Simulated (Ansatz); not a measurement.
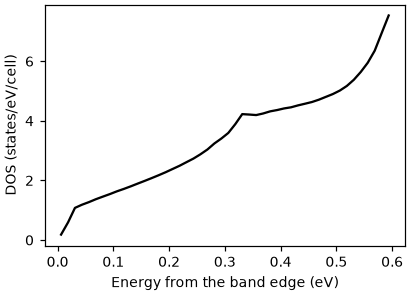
*Density of states of MoS$_{2}$ (P6_3/mmc) above the conduction band minimum, r2SCAN+D4 with spin-orbit coupling, rigid bands run with Ansatz (a quantum-chemistry and plane-wave program); cell volume 108.9 Å³.*

**Question.** What effective density of states at 300 K does this give (∫ g(E) exp(−E/k_BT) dE, both spins, divided by the cell's size)?

**Answer.** 1.6e20 cm⁻³, a density-of-states mass of 3.4 mₑ, valleys and band degeneracy included.

Geometry: cell and atoms relaxed with r2SCAN+D4.
